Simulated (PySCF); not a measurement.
## Electronic structure of C₅H₆N₂Si in real space

Input

```
{"job": {"kind": "nmr", "xc": "PBE0", "basis": "pcSseg-1"}, "charge": 0, "multiplicity": 1}
C     -3.183402    -1.684116     0.786157
C     -2.063129    -0.870841     0.389990
C     -1.129241    -0.188449     0.048651
C     -0.037554     0.610222    -0.346805
N      0.980857     0.751921     0.382800
Si     2.459261     1.597204     0.276435
C      3.715403     0.218267     0.393680
N      4.513545    -0.600128     0.457997
H     -3.351483    -2.466739     0.046526
H     -2.990575    -2.143459     1.754669
H     -4.080841    -1.069354     0.854353
H     -0.157826     1.090570    -1.328892
H      2.798524     2.342922    -0.943823
H      2.525783     2.411507     1.486120
```

Launched as:

```sh
OMP_NUM_THREADS=1 python probes_run.py task.json out
```

Geometry: GFN2-xTB.

The calculation used PBE0/pcSseg-1, SCF density, gas phase, non-relativistic in PySCF 2.14.0.

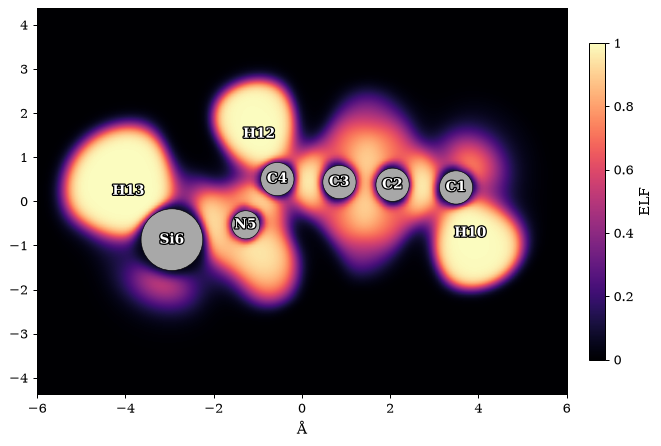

Figure 1. ELF on the plane of atoms N5, Si6 and H13. Grey discs cover the atomic cores.

Question: Describe what can be read from this map.

Answer:
- The plane passes through C, N, Si and H nuclei.
- C–C (1.21 Å): the ELF peaks at about 0.85 between the atoms; a multiple bond.
- Si–N (1.71 Å): the ELF peaks at about 0.90 between the atoms: a shared but strongly polarised pair.
- C–H (1.09 Å): the ELF climbs to about 1 towards the hydrogen, as it does in any bond to H (a covalent bond by its length).
- C–N (1.26 Å): the ELF peaks at about 0.90 between the atoms; a multiple bond.
- Si–H (1.47 Å): the ELF climbs to about 1 towards the hydrogen.
- The ELF also peaks beside N5, away from the bonds: lone-pair regions.

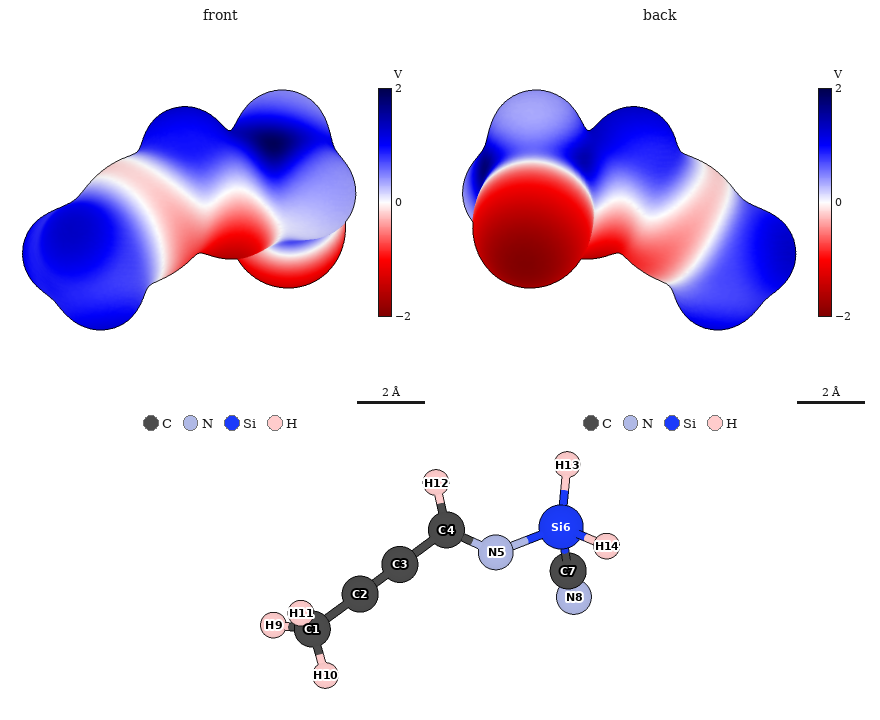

Figure 2. The electrostatic potential painted on the density surface at 0.002 e/bohr³, seen from the front and from behind; red is negative and blue positive. The bare structure is drawn below in the same view.

Question: Which sites attract a positive test charge, and which a negative one?

Answer: A positive charge is drawn to the negative regions and a negative charge to the positive ones. The most negative region (about −1.9 V, or −44 kcal/mol for a unit charge) lies over N8, the most positive (about +1.7 V, or +39 kcal/mol for a unit charge) over Si6. N8 is the likeliest acceptor of a hydrogen bond.

Question: How polar is the molecule by this calculation?

Answer: Its dipole moment is 5.73 D.
